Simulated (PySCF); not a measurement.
**Single-point calculation of NaSi (charge −1)**

System: NaSi, charge −1, multiplicity 3.
Method: UHF/lanl2dz, stability (PySCF 2.14.0).

Some settings of this run were made unusual or wrong on purpose.

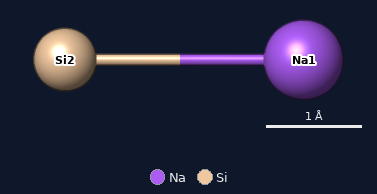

Figure 1. The structure as given in the input (ball-and-stick view, seen at a tilt; atoms are numbered from 1 in the order of the input). Sticks mark near contacts. Bond lengths as drawn: Na–Si 2.51 Å.

### The input
```python
from pyscf import gto, scf

mol = gto.M(
    atom='Na 0 0 0; Si 0 0 2.511',
    basis='lanl2dz',
    ecp={'Na': 'lanl2dz', 'Si': 'lanl2dz'},
    charge=-1,
    spin=2,
    verbose=4,
)
mf = scf.UHF(mol)
mf.damp = 0.95
mf.diis_start_cycle = 8
mf.kernel()
mf.stability(internal=True, external=True)
mf.dip_moment()
print('orbital energies (hartree):', [e[max(0, n-3):n+3].round(4) for e, n in zip(mf.mo_energy, mol.nelec)])
```

Hardware: 1 CPU thread, shared host.

Command:
```bash
OMP_NUM_THREADS=1 python input.py
```

### The program's output
```
PySCF version 2.14.0

[INPUT] verbose = 4
[INPUT] num. atoms = 2
[INPUT] num. electrons = 6
[INPUT] charge = -1
[INPUT] spin (= nelec alpha-beta = 2S) = 2
[INPUT] symmetry False subgroup None
[INPUT] Mole.unit = angstrom
[INPUT] Symbol           X                Y                Z      unit          X                Y                Z       unit  Magmom
[INPUT]  1 Na     0.000000000000   0.000000000000   0.000000000000 AA    0.000000000000   0.000000000000   0.000000000000 Bohr   0.0
[INPUT]  2 Si     0.000000000000   0.000000000000   2.511000000000 AA    0.000000000000   0.000000000000   4.745102298783 Bohr   0.0

nuclear repulsion = 0.842974449892473
number of shells = 8
number of NR pGTOs = 24
number of NR cGTOs = 16
basis = lanl2dz
ecp = {'Na': 'lanl2dz', 'Si': 'lanl2dz'}

******** <class 'pyscf.scf.uhf.UHF'> ********
method = UHF
initial guess = minao
damping factor = 0.95
level_shift factor = 0
DIIS = <class 'pyscf.scf.diis.CDIIS'>
diis_start_cycle = 8
diis_space = 8
diis_damp = 0
SCF conv_tol = 1e-09
SCF conv_tol_grad = None
SCF max_cycles = 50
direct_scf = True
direct_scf_tol = 1e-13
number electrons alpha = 4  beta = 2
Set gradient conv threshold to 3.16228e-05
init E= -2.46587008422879
  alpha nocc = 4  HOMO = 0.0215771120664901  LUMO = 0.0511606380614321
  beta  nocc = 2  HOMO = -0.0492359769646727  LUMO = 0.02157711206649

WARN: HOMO 0.0215771120664901 >= LUMO 0.02157711206649

cycle= 1 E= -3.6143296086244  delta_E= -1.15  |g|= 0.274  |ddm|=  1.9
  alpha nocc = 4  HOMO = 0.0145032840373741  LUMO = 0.0509200668733049
  beta  nocc = 2  HOMO = -0.0490545200392619  LUMO = 0.0238294171461284
  HOMO = 0.0145032840374  LUMO = 0.0238294171461  gap/eV = 0.25378
cycle= 2 E= -3.69497208704418  delta_E= -0.0806  |g|= 0.234  |ddm|= 0.219
  alpha nocc = 4  HOMO = 0.00750409408673557  LUMO = 0.0524043504723764
  beta  nocc = 2  HOMO = -0.0487013258920695  LUMO = 0.0269830650024153
  HOMO = 0.00750409408674  LUMO = 0.0269830650024  gap/eV = 0.53005
cycle= 3 E= -3.74571491312892  delta_E= -0.0507  |g|= 0.198  |ddm|= 0.156
  alpha nocc = 4  HOMO = 0.000943825127524833  LUMO = 0.0550678156333035
  beta  nocc = 2  HOMO = -0.0481369533679171  LUMO = 0.0310353328042991
  HOMO = 0.000943825127525  LUMO = 0.0310353328043  gap/eV = 0.81883
cycle= 4 E= -3.77745058262325  delta_E= -0.0317  |g|= 0.171  |ddm|= 0.112
  alpha nocc = 4  HOMO = -0.00505966932583211  LUMO = 0.0584558935306115
  beta  nocc = 2  HOMO = -0.0473777721383886  LUMO = 0.0357832107593206
  HOMO = -0.00505966932583  LUMO = 0.0357832107593  gap/eV = 1.11139
cycle= 5 E= -3.79791687344636  delta_E= -0.0205  |g|= 0.15  |ddm|= 0.0839
  alpha nocc = 4  HOMO = -0.0104998509364822  LUMO = 0.0622602514956086
  beta  nocc = 2  HOMO = -0.0464542486496484  LUMO = 0.0410024564680716
  HOMO = -0.0104998509365  LUMO = 0.0410024564681  gap/eV = 1.40145
cycle= 6 E= -3.81163292882325  delta_E= -0.0137  |g|= 0.133  |ddm|= 0.0649
  alpha nocc = 4  HOMO = -0.0154128543709776  LUMO = 0.0662787980507363
  beta  nocc = 2  HOMO = -0.0453975064977442  LUMO = 0.046499852278344
  HOMO = -0.015412854371  LUMO = 0.0464998522783  gap/eV = 1.68473
cycle= 7 E= -3.82116947071772  delta_E= -0.00954  |g|= 0.121  |ddm|= 0.0516
  alpha nocc = 4  HOMO = -0.0580105558472621  LUMO = 0.151558100995825
  beta  nocc = 2  HOMO = -0.0282218412371407  LUMO = 0.149348215063263
  HOMO = -0.0282218412371  LUMO = 0.149348215063  gap/eV = 4.83193
cycle= 8 E= -3.84954914293706  delta_E= -0.0284  |g|= 0.0667  |ddm|= 0.405
  alpha nocc = 4  HOMO = -0.0166603288503132  LUMO = 0.158435717826127
  beta  nocc = 2  HOMO = 0.0116507827121322  LUMO = 0.153262953693505
  HOMO = 0.0116507827121  LUMO = 0.153262953694  gap/eV = 3.85346
cycle= 9 E= -3.8583804292756  delta_E= -0.00883  |g|= 0.0348  |ddm|= 0.237
  alpha nocc = 4  HOMO = -0.0374827326613821  LUMO = 0.158239026955362
  beta  nocc = 2  HOMO = 0.0011723791774757  LUMO = 0.152471702713349
  HOMO = 0.00117237917748  LUMO = 0.152471702713  gap/eV = 4.11706
cycle= 10 E= -3.86350437625082  delta_E= -0.00512  |g|= 0.0276  |ddm|= 0.101
  alpha nocc = 4  HOMO = -0.035159952944256  LUMO = 0.156301391007249
  beta  nocc = 2  HOMO = -0.000249628989228035  LUMO = 0.153084857035836
  HOMO = -0.000249628989228  LUMO = 0.153084857036  gap/eV = 4.17244
cycle= 11 E= -3.86096985412915  delta_E= 0.00253  |g|= 0.0248  |ddm|= 0.0536
  alpha nocc = 4  HOMO = -0.0230299812058734  LUMO = 0.158987428316481
  beta  nocc = 2  HOMO = -0.0218071844057705  LUMO = 0.155201673346992
  HOMO = -0.0218071844058  LUMO = 0.155201673347  gap/eV = 4.81666
cycle= 12 E= -3.85475293614257  delta_E= 0.00622  |g|= 0.0139  |ddm|= 0.297
  alpha nocc = 4  HOMO = -0.0195799299885088  LUMO = 0.153808255018567
  beta  nocc = 2  HOMO = -0.0100522463417943  LUMO = 0.151026423483214
  HOMO = -0.0100522463418  LUMO = 0.151026423483  gap/eV = 4.38317
cycle= 13 E= -3.85551124665809  delta_E= -0.000758  |g|= 0.00527  |ddm|= 0.0613
  alpha nocc = 4  HOMO = -0.0192418123314508  LUMO = 0.153115719121055
  beta  nocc = 2  HOMO = -0.00673650048922231  LUMO = 0.150461301473064
  HOMO = -0.00673650048922  LUMO = 0.150461301473  gap/eV = 4.27757
cycle= 14 E= -3.85580841003568  delta_E= -0.000297  |g|= 0.00198  |ddm|= 0.0649
  alpha nocc = 4  HOMO = -0.0192971734775411  LUMO = 0.153333272965496
  beta  nocc = 2  HOMO = -0.0113804043970004  LUMO = 0.153218170012073
  HOMO = -0.011380404397  LUMO = 0.153218170012  gap/eV = 4.47896
cycle= 15 E= -3.85582607213001  delta_E= -1.77e-05  |g|= 0.000778  |ddm|= 0.0208
  alpha nocc = 4  HOMO = -0.0187283850170241  LUMO = 0.153300785432896
  beta  nocc = 2  HOMO = -0.00967943433556145  LUMO = 0.152777916933143
  HOMO = -0.00967943433556  LUMO = 0.152777916933  gap/eV = 4.42069
cycle= 16 E= -3.85582815547558  delta_E= -2.08e-06  |g|= 0.000316  |ddm|= 0.00895
  alpha nocc = 4  HOMO = -0.0188652523195338  LUMO = 0.1533299296559
  beta  nocc = 2  HOMO = -0.00990417539392757  LUMO = 0.152971707815805
  HOMO = -0.00990417539393  LUMO = 0.152971707816  gap/eV = 4.43208
cycle= 17 E= -3.85582904461465  delta_E= -8.89e-07  |g|= 0.000163  |ddm|= 0.00397
  alpha nocc = 4  HOMO = -0.0187897717589969  LUMO = 0.1533363419117
  beta  nocc = 2  HOMO = -0.010060141832577  LUMO = 0.153065214530639
  HOMO = -0.0100601418326  LUMO = 0.153065214531  gap/eV = 4.43887
cycle= 18 E= -3.85582928562079  delta_E= -2.41e-07  |g|= 8.46e-05  |ddm|= 0.00236
  alpha nocc = 4  HOMO = -0.018709619017108  LUMO = 0.153325079172538
  beta  nocc = 2  HOMO = -0.0100407527550231  LUMO = 0.153041088418627
  HOMO = -0.010040752755  LUMO = 0.153041088419  gap/eV = 4.43768
cycle= 19 E= -3.85582933089675  delta_E= -4.53e-08  |g|= 2.58e-05  |ddm|= 0.00106
  alpha nocc = 4  HOMO = -0.0187289401345945  LUMO = 0.153320131705559
  beta  nocc = 2  HOMO = -0.0100452149791341  LUMO = 0.153047975477668
  HOMO = -0.0100452149791  LUMO = 0.153047975478  gap/eV = 4.43799
cycle= 20 E= -3.85582933246743  delta_E= -1.57e-09  |g|= 5.95e-06  |ddm|= 0.00034
  alpha nocc = 4  HOMO = -0.0187259324815412  LUMO = 0.153319591528931
  beta  nocc = 2  HOMO = -0.0100459510298978  LUMO = 0.15304786485517
  HOMO = -0.0100459510299  LUMO = 0.153047864855  gap/eV = 4.43801
cycle= 21 E= -3.85582933268076  delta_E= -2.13e-10  |g|= 1.52e-06  |ddm|= 8.1e-05
  alpha nocc = 4  HOMO = -0.0187256820057141  LUMO = 0.153319587035866
  beta  nocc = 2  HOMO = -0.0100453811495443  LUMO = 0.153048097381238
  HOMO = -0.0100453811495  LUMO = 0.153048097381  gap/eV = 4.43800
```

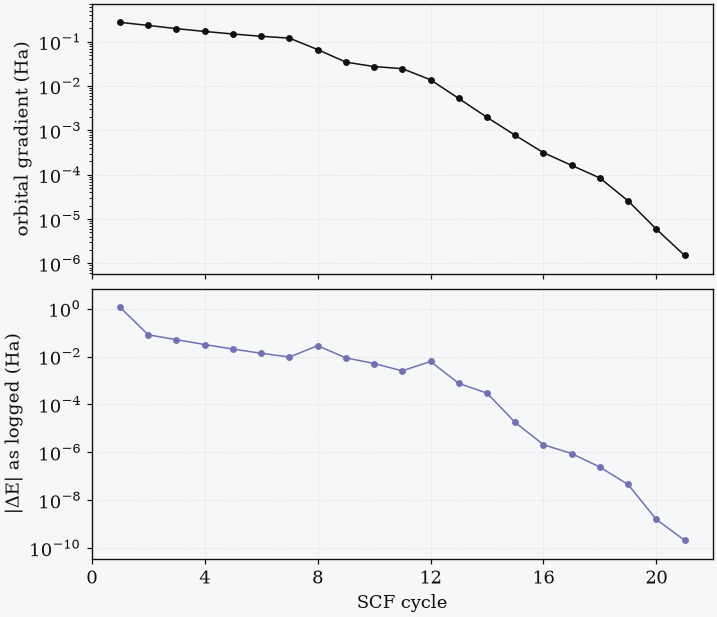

Figure 2. Convergence of the self-consistent field: orbital gradient and size of the energy change against the SCF cycle. The residual falls at every step.

```
Extra cycle  E= -3.85582933268819  delta_E= -7.43e-12  |g|= 7.29e-07  |ddm|= 6.77e-06
converged SCF energy = -3.85582933268819  <S^2> = 2.044386  2S+1 = 3.0294461
uhf_internal: lowest eigs of H = [-0.15112001  0.02350953  0.02354149]
<class 'pyscf.scf.uhf.UHF'> wavefunction has an internal instability
uhf_real2complex: lowest eigs of H = [0.02525902 0.02532961 0.02916586]
<class 'pyscf.scf.uhf.UHF'> wavefunction is stable in the real -> complex stability analysis
uhf_external: lowest eigs of H = [-8.77970615e-02  6.38697673e-05  1.54430079e-02]
<class 'pyscf.scf.uhf.UHF'> wavefunction has an UHF/UKS -> GHF/GKS instability

WARN: System has nonzero charge -1; the dipole moment is origin-dependent.
Location of origin: [0. 0. 0.]

Dipole moment(X, Y, Z, Debye):  0.00000,  0.00000, -7.04261
orbital energies (hartree): [array([-0.0836, -0.0836, -0.0187,  0.1495,  0.1586,  0.1586]), array([-0.263 , -0.01  ,  0.153 ,  0.1533,  0.1533])]
```

### What the run reported

```csv
quantity,value
outcome,converged
SCF energy,−3.855829 hartree
⟨S²⟩,2.044
stability analysis,internal: unstable; real -> complex: stable; UHF/UKS -> GHF/GKS: unstable
wall time,0.79 s
```

### Diagnosis

Some settings of this run were drawn to be unusual or wrong. It converged; results that depend on the unusual settings are not reference values.
